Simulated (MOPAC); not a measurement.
Geometry relaxation of InAsH6 (charge +1) (part 1 of 3)

System: InAsH6, charge +1, multiplicity 2.
Method: PM6-D3H4, unrestricted, dispersion D3H4 (MOPAC 23.2.5).

The starting geometry was optimised with PM6-D3H4.

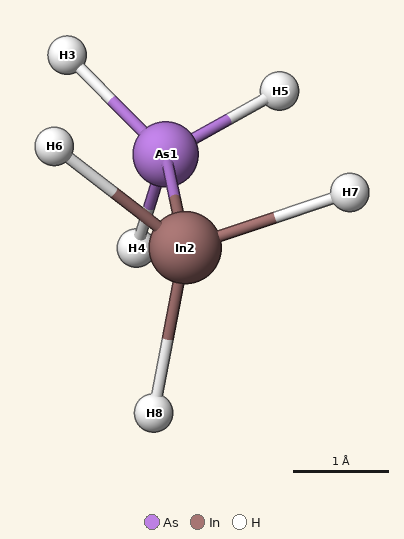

*The structure as given in the input (ball-and-stick view, seen at an oblique angle; atoms are numbered from 1 in the order of the input). Sticks mark near contacts.*

Input (job.mop)
```
DISP UHF DOUBLET CYCLES=300 CHARGE=1 GNORM=0.05 PM6-D3H4 THREADS=1 AUX(PRECISION=6)
AsH6In, PM6-D3H4

As    -0.653963 +1     0.343623 +1    -1.022036 +1
In     0.904614 +1    -0.456692 +1     1.410081 +1
H     -1.678358 +1     1.452961 +1    -0.919923 +1
H     -1.522442 +1    -0.683134 +1    -1.716287 +1
H      0.087538 +1     0.851551 +1    -2.239700 +1
H      0.055943 +1     0.768494 +1     2.482002 +1
H      2.514272 +1    -0.028587 +1     0.637997 +1
H      0.296956 +1    -2.187965 +1     1.347786 +1
```

Run on 1 thread of Arm Neoverse V1, 24 GiB of memory available, shared host.

Launch command:
```bash
mopac job.mop
```

The program's output
```
MOPAC v23.2.5
PM6-D3H4 CALCULATION RESULTS

 *  PM6-D3H4   - CORRECT DISPERSION AND HYDROGEN BOND TERMS USING THE D3H4 METHOD
 *  DOUBLET    - SPIN STATE DEFINED AS A DOUBLET
 *  UHF        - UNRESTRICTED HARTREE-FOCK CALCULATION
 *
 *
 *
 *                 CHARGE ON SYSTEM = +1
 *
 *
 *
 *  THREADS=1  - MULTI-THREADING NOT USED
 *  CYCLES=    - DO A MAXIMUM OF 300 STEPS
 *  GNORM      - EXIT WHEN GRADIENT NORM DROPS BELOW 0.050
 *  AUX        - OUTPUT AUXILIARY INFORMATION
 *  DISP       - PRINT DISPERSION AND HYDROGEN BOND ENERGIES
DISP UHF DOUBLET CYCLES=300 CHARGE=1 GNORM=0.05 PM6-D3H4 THREADS=1 AUX(PRECISION=6)
 AsH6In, PM6-D3H4

   ATOM   CHEMICAL          X               Y               Z
  NUMBER   SYMBOL      (ANGSTROMS)     (ANGSTROMS)     (ANGSTROMS)

     1      As         -0.65396300  *   0.34362300  *  -1.02203600  *
     2      In          0.90461400  *  -0.45669200  *   1.41008100  *
     3       H         -1.67835800  *   1.45296100  *  -0.91992300  *
     4       H         -1.52244200  *  -0.68313400  *  -1.71628700  *
     5       H          0.08753800  *   0.85155100  *  -2.23970000  *
     6       H          0.05594300  *   0.76849400  *   2.48200200  *
     7       H          2.51427200  *  -0.02858700  *   0.63799700  *
     8       H          0.29695600  *  -2.18796500  *   1.34778600  *

          CARTESIAN COORDINATES

    NO.       ATOM           X           Y           Z

     1        As         -0.6540      0.3436     -1.0220
     2        In          0.9046     -0.4567      1.4101
     3         H         -1.6784      1.4530     -0.9199
     4         H         -1.5224     -0.6831     -1.7163
     5         H          0.0875      0.8516     -2.2397
     6         H          0.0559      0.7685      2.4820
     7         H          2.5143     -0.0286      0.6380
     8         H          0.2970     -2.1880      1.3478

           Empirical Formula: H6 As In  =     8 atoms

      MOLECULAR POINT GROUP   :   C3v

 DOUBLET STATE CALCULATION

          UHF CALCULATION, NO. OF ALPHA ELECTRONS =    7
                           NO. OF BETA  ELECTRONS =    6

          Geometry optimization using EF

          DIAGONAL MATRIX USED AS START HESSIAN
```

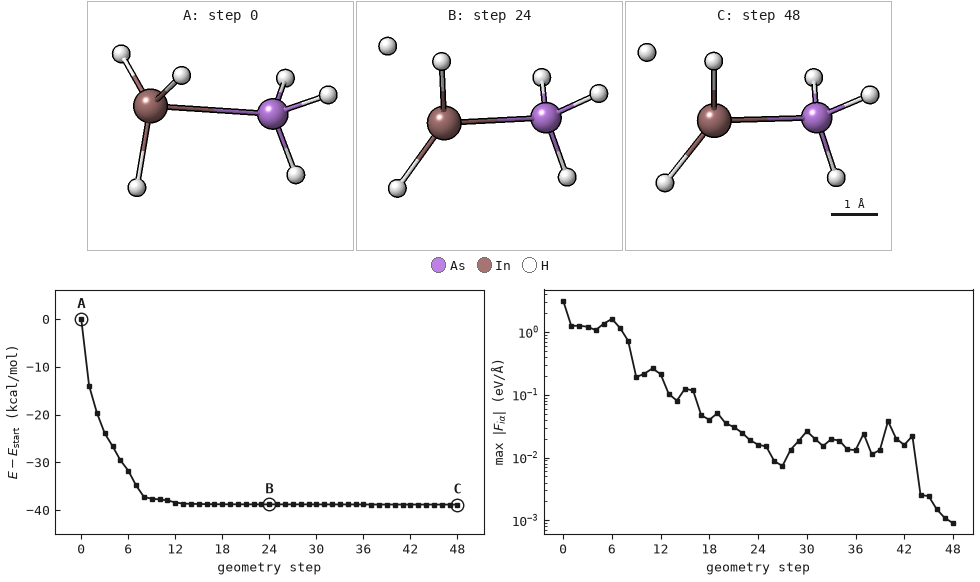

*Frames of the relaxation (ball-and-stick view, seen at a tilt) above the curves, on which the letters mark them (steps are counted from 0).*

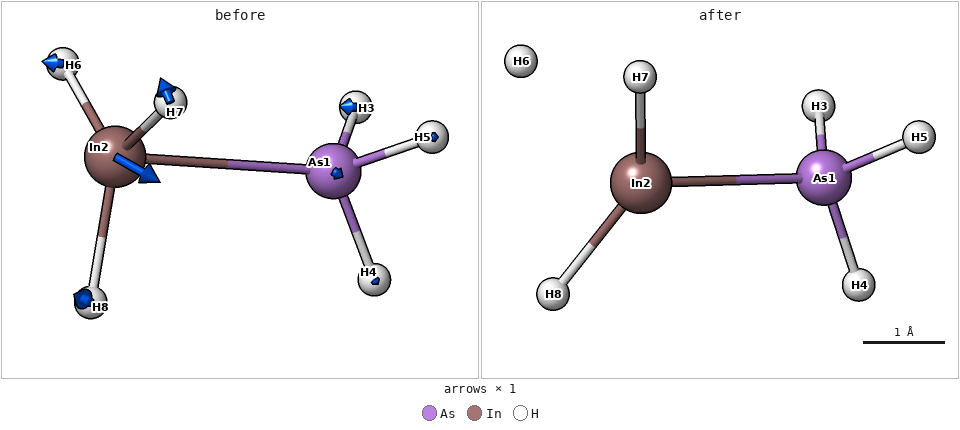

*Before (left) and after (right) the relaxation, at one scale (ball-and-stick view, seen at a tilt). The blue arrows give the displacements, at true length.*

Over 48 geometry steps the energy falls by 38.8 kcal/mol. The largest force component goes from 3.2 to 0.0009 eV/Å. In2 moves most after the best rigid fit: 0.67 Å. Largest moves by element: In 0.67 Å, H 0.37 Å, As 0.16 Å. Among the contacts that change: In2–H6 1.836 → 2.492 Å, As1–In2 2.997 → 2.653 Å, As1–H3 1.513 → 1.494 Å, In2–H7 1.836 → 1.849 Å. Bonds break: In2–H6 (1.84 → 2.49 Å). Among the angles that change: H7–In2–H8 119.7° → 138.2°, As1–In2–H7 93.0° → 110.9°, H3–As1–H4 98.0° → 104.5°. (Atoms are counted from 1 in the order of the input.)

```
 CYCLE:     1 TIME:   0.016 TIME LEFT:  2.00D  GRAD.:   142.023 HEAT:  305.1561
 CYCLE:     2 TIME:   0.008 TIME LEFT:  2.00D  GRAD.:    59.495 HEAT:  291.2231
 CYCLE:     3 TIME:   0.000 TIME LEFT:  2.00D  GRAD.:    43.701 HEAT:  285.5216
 CYCLE:     4 TIME:   0.000 TIME LEFT:  2.00D  GRAD.:    55.081 HEAT:  281.2298
 CYCLE:     5 TIME:   0.008 TIME LEFT:  2.00D  GRAD.:    52.009 HEAT:  278.5476
 CYCLE:     6 TIME:   0.000 TIME LEFT:  2.00D  GRAD.:    52.425 HEAT:  275.5896
 CYCLE:     7 TIME:   0.000 TIME LEFT:  2.00D  GRAD.:    83.820 HEAT:  273.4362
 CYCLE:     8 TIME:   0.008 TIME LEFT:  2.00D  GRAD.:    55.567 HEAT:  270.3250
 CYCLE:     9 TIME:   0.000 TIME LEFT:  2.00D  GRAD.:    25.355 HEAT:  267.9278
 CYCLE:    10 TIME:   0.000 TIME LEFT:  2.00D  GRAD.:     9.886 HEAT:  267.5390
 CYCLE:    11 TIME:   0.008 TIME LEFT:  2.00D  GRAD.:     8.745 HEAT:  267.4049
 CYCLE:    12 TIME:   0.000 TIME LEFT:  2.00D  GRAD.:    10.478 HEAT:  267.2115
 CYCLE:    13 TIME:   0.000 TIME LEFT:  2.00D  GRAD.:    10.743 HEAT:  266.7566
 CYCLE:    14 TIME:   0.000 TIME LEFT:  2.00D  GRAD.:     6.171 HEAT:  266.5320
 CYCLE:    15 TIME:   0.008 TIME LEFT:  2.00D  GRAD.:     3.754 HEAT:  266.4758
 CYCLE:    16 TIME:   0.000 TIME LEFT:  2.00D  GRAD.:     3.946 HEAT:  266.4409
 CYCLE:    17 TIME:   0.000 TIME LEFT:  2.00D  GRAD.:     4.125 HEAT:  266.4133
 CYCLE:    18 TIME:   0.000 TIME LEFT:  2.00D  GRAD.:     2.316 HEAT:  266.3913
 CYCLE:    19 TIME:   0.008 TIME LEFT:  2.00D  GRAD.:     1.560 HEAT:  266.3853
 CYCLE:    20 TIME:   0.000 TIME LEFT:  2.00D  GRAD.:     1.849 HEAT:  266.3795
 CYCLE:    21 TIME:   0.000 TIME LEFT:  2.00D  GRAD.:     1.236 HEAT:  266.3767
 CYCLE:    22 TIME:   0.000 TIME LEFT:  2.00D  GRAD.:     1.183 HEAT:  266.3723
 CYCLE:    23 TIME:   0.008 TIME LEFT:  2.00D  GRAD.:     0.920 HEAT:  266.3710
 CYCLE:    24 TIME:   0.000 TIME LEFT:  2.00D  GRAD.:     0.763 HEAT:  266.3692
 CYCLE:    25 TIME:   0.000 TIME LEFT:  2.00D  GRAD.:     0.668 HEAT:  266.3680
 CYCLE:    26 TIME:   0.000 TIME LEFT:  2.00D  GRAD.:     0.802 HEAT:  266.3662
 CYCLE:    27 TIME:   0.008 TIME LEFT:  2.00D  GRAD.:     0.447 HEAT:  266.3642
 CYCLE:    28 TIME:   0.000 TIME LEFT:  2.00D  GRAD.:     0.394 HEAT:  266.3638
 CYCLE:    29 TIME:   0.000 TIME LEFT:  2.00D  GRAD.:     0.557 HEAT:  266.3616
 CYCLE:    30 TIME:   0.000 TIME LEFT:  2.00D  GRAD.:     0.745 HEAT:  266.3604
 CYCLE:    31 TIME:   0.008 TIME LEFT:  2.00D  GRAD.:     0.942 HEAT:  266.3585
 CYCLE:    32 TIME:   0.000 TIME LEFT:  2.00D  GRAD.:     0.733 HEAT:  266.3557
 CYCLE:    33 TIME:   0.000 TIME LEFT:  2.00D  GRAD.:     0.620 HEAT:  266.3547
 CYCLE:    34 TIME:   0.008 TIME LEFT:  2.00D  GRAD.:     0.820 HEAT:  266.3531
 CYCLE:    35 TIME:   0.000 TIME LEFT:  2.00D  GRAD.:     0.707 HEAT:  266.3523
 CYCLE:    36 TIME:   0.000 TIME LEFT:  2.00D  GRAD.:     0.617 HEAT:  266.3496
 CYCLE:    37 TIME:   0.000 TIME LEFT:  2.00D  GRAD.:     0.609 HEAT:  266.3473
 CYCLE:    38 TIME:   0.008 TIME LEFT:  2.00D  GRAD.:     1.158 HEAT:  266.3379
 CYCLE:    39 TIME:   0.000 TIME LEFT:  2.00D  GRAD.:     0.553 HEAT:  266.3365
 CYCLE:    40 TIME:   0.000 TIME LEFT:  2.00D  GRAD.:     0.527 HEAT:  266.3360
 CYCLE:    41 TIME:   0.008 TIME LEFT:  2.00D  GRAD.:     1.747 HEAT:  266.3377
 CYCLE:    42 TIME:   0.000 TIME LEFT:  2.00D  GRAD.:     0.935 HEAT:  266.3314
 CYCLE:    43 TIME:   0.000 TIME LEFT:  2.00D  GRAD.:     0.638 HEAT:  266.3295
 CYCLE:    44 TIME:   0.008 TIME LEFT:  2.00D  GRAD.:     1.013 HEAT:  266.3306
 CYCLE:    45 TIME:   0.000 TIME LEFT:  2.00D  GRAD.:     0.102 HEAT:  266.3273
 CYCLE:    46 TIME:   0.000 TIME LEFT:  2.00D  GRAD.:     0.079 HEAT:  266.3273
 CYCLE:    47 TIME:   0.000 TIME LEFT:  2.00D  GRAD.:     0.060 HEAT:  266.3272
 CYCLE:    48 TIME:   0.008 TIME LEFT:  2.00D  GRAD.:     0.056 HEAT:  266.3272
 CYCLE:    49 TIME:   0.000 TIME LEFT:  2.00D  GRAD.:     0.047 HEAT:  266.3272

     GRADIENT =  0.04713 IS LESS THAN CUTOFF =  0.05000

 -------------------------------------------------------------------------------
 DISP UHF DOUBLET CYCLES=300 CHARGE=1 GNORM=0.05 PM6-D3H4 THREADS=1 AUX(PRECISION=6)
 AsH6In, PM6-D3H4

     GEOMETRY OPTIMISED USING EIGENVECTOR FOLLOWING (EF).
     SCF FIELD WAS ACHIEVED

                              PM6-D3H4 CALCULATION

          FINAL HEAT OF FORMATION =        266.32721 KCAL/MOL =    1114.31303 KJ/MOL

          TOTAL ENERGY            =      -5780.55204 KCAL/MOL = ELECTRONIC ENERGY + CORE-CORE REPULSION
          ENERGY OF ATOMS         =       6047.01266 KCAL/MOL
                              SUM =        266.46062 KCAL/MOL
          DISPERSION ENERGY       =         -0.53218 KCAL/MOL
          H - H CORRECTION ENERGY =          0.39877 KCAL/MOL
                              SUM =        266.32721 KCAL/MOL = FINAL HEAT OF FORMATION

          TOTAL ENERGY            =       -250.66846 EV
          ELECTRONIC ENERGY       =       -633.54423 EV
          CORE-CORE REPULSION     =        382.87577 EV
          COSMO AREA              =        121.60 SQUARE ANGSTROMS
          COSMO VOLUME            =        103.87 CUBIC ANGSTROMS

          GRADIENT NORM           =          0.04713          =       0.01666 PER ATOM
          IONIZATION POTENTIAL    =         14.786421 EV
          ALPHA SOMO LUMO (EV)    =        -14.786 -4.912
          BETA  SOMO LUMO (EV)    =        -15.024 -4.894
          NO. OF ALPHA ELECTRONS  =          7
          NO. OF BETA  ELECTRONS  =          6
          MOLECULAR WEIGHT        =        195.7890         POINT GROUP:  C1

          MOLECULAR DIMENSIONS (Angstroms)

            Atom       Atom       Distance
            H     6    H     5     5.06310
            H     3    H     7     4.16522
            H     3    H     8     2.86578

          SCF CALCULATIONS        =         52

          WALL-CLOCK TIME         =      0.125 SECONDS
          COMPUTATION TIME        =      0.126 SECONDS

   ATOM   CHEMICAL          X               Y               Z
  NUMBER   SYMBOL      (ANGSTROMS)     (ANGSTROMS)     (ANGSTROMS)

     1      As         -0.59935891  *   0.30914934  *  -0.93864378  *
     2      In          0.86336421  *  -0.50677960  *   1.11888895  *
     3       H         -1.53586301  *   1.42280267  *  -0.59872247  *
     4       H         -1.47369483  *  -0.74895506  *  -1.52831676  *
     5       H          0.19748419  *   0.82782202  *  -2.09101217  *
     6       H          0.05916900  *   0.95686298  *   2.96854918  *
     7       H          2.45156883  *   0.43430914  *   1.21336646  *
     8       H          0.02473546  *  -1.88769727  *   2.01701455  *

                             CARTESIAN COORDINATES

   1   As       -0.599358913     0.309149335    -0.938643778
   2   In        0.863364209    -0.506779598     1.118888950
   3    H       -1.535863012     1.422802672    -0.598722475
   4    H       -1.473694826    -0.748955057    -1.528316760
   5    H        0.197484188     0.827822019    -2.091012169
   6    H        0.059169000     0.956862983     2.968549180
   7    H        2.451568828     0.434309141     1.213366460
   8    H        0.024735456    -1.887697268     2.017014554

           Empirical Formula: H6 As In  =     8 atoms

      MOLECULAR POINT GROUP   :   C1

          ALPHA EIGENVALUES
 -22.96070 -18.59553 -18.30016 -18.17921 -16.55914 -15.60353 -14.78642  -4.91205
  -2.81747  -2.25384  -1.66437  -1.57112  -1.11624  -1.04436  45.99201  46.06379
  46.09334  46.33595  46.34151

           BETA EIGENVALUES
 -22.95824 -18.34242 -18.29743 -18.17118 -16.50843 -15.02390  -4.89437  -3.61931
  -2.23941  -1.63232  -1.62241  -1.19238  -1.03432  -0.52870  45.98552  46.05916
  46.08809  46.33421  46.33837

              NET ATOMIC CHARGES AND DIPOLE CONTRIBUTIONS

  ATOM NO.   TYPE          CHARGE      No. of ELECS.   s-Pop       p-Pop       d-Pop
    1         As           0.483743        4.5163     1.43767     3.07081     0.00778
    2         In           0.191260        2.8087     1.22893     1.57981
    3          H           0.010082        0.9899     0.98992
    4          H           0.010221        0.9898     0.98978
    5          H           0.010293        0.9897     0.98971
    6          H           0.023860        0.9761     0.97614
    7          H           0.135305        0.8647     0.86470
    8          H           0.135235        0.8648     0.86476
 DIPOLE           X         Y         Z       TOTAL
 POINT-CHG.    -0.444     0.326    -0.397     0.679
 HYBRID        -0.778     0.444    -1.065     1.392
 SUM           -1.222     0.770    -1.462     2.055

          ATOMIC ORBITAL ELECTRON POPULATIONS

     Atom    s        px        py        pz      x^2-y^2     xz        z^2       yz        xy
    1 As   1.43767   1.01761   0.97480   1.07840   0.00017   0.00192   0.00103   0.00140   0.00326
    2 In   1.22893   0.68361   0.54956   0.34664
    3  H   0.98992
    4  H   0.98978
    5  H   0.98971
    6  H   0.97614
    7  H   0.86470
    8  H   0.86476

                    (SZ)    =    0.500000
                    (S**2)  =    0.752016

          ATOMIC ORBITAL SPIN POPULATIONS

    Atom   Total    s     px     py     pz   x^2-y^2  xz     z^2    yz     xy
         Atomic
    1 As -0.0023 -0.000 -0.001 -0.001 -0.001 -0.000  0.000  0.000  0.000  0.000
    2 In -0.0006 -0.011  0.002  0.009 -0.001
    3  H  0.0008  0.001
    4  H  0.0001  0.000
    5  H  0.0001  0.000
    6  H  0.9659  0.966
    7  H  0.0176  0.018
    8  H  0.0185  0.018

 *                    *
 * JOB ENDED NORMALLY *
 *                    *

 TOTAL JOB TIME:             0.13 SECONDS

 == MOPAC DONE ==
```

Trajectory as extended XYZ (Å, eV, eV/Å), 49 frames, from step=0 to step=48
```
8
Properties=species:S:1:pos:R:3:forces:R:3 step=0 energy=13.23282
As   -0.6540    0.3436   -1.0220    0.0884  -0.0414   0.1481
In    0.9046   -0.4567    1.4101   -2.0646  -3.1628  -1.6526
H    -1.6784    1.4530   -0.9199    0.0894  -0.0288   0.1573
H    -1.5224   -0.6831   -1.7163    0.0960  -0.0671   0.1597
H     0.0875    0.8516   -2.2397    0.1123  -0.0360   0.1421
H     0.0559    0.7685    2.4820   -0.9414   2.5266   1.8459
H     2.5143   -0.0286    0.6380    2.7183   1.2854  -0.9097
H     0.2970   -2.1880    1.3478   -0.0984  -0.4758   0.1093
8
Properties=species:S:1:pos:R:3:forces:R:3 step=1 energy=12.62863
As   -0.6339    0.3368   -1.0026   -0.3381   0.0899  -0.0995
In    0.8835   -0.4641    1.3825   -0.9611  -0.7898  -1.2531
H    -1.6765    1.4483   -0.9152    0.2754  -0.1939   0.2131
H    -1.5161   -0.6906   -1.7016    0.2434   0.0221   0.2808
H     0.0918    0.8491   -2.2294    0.1557  -0.0702   0.2043
H     0.0359    0.8702    2.6101   -0.0762   0.8634   0.5663
H     2.5712    0.0316    0.5850    0.9508   0.7300  -0.0941
H     0.3001   -2.1973    1.3698   -0.2500  -0.6515   0.1821
```
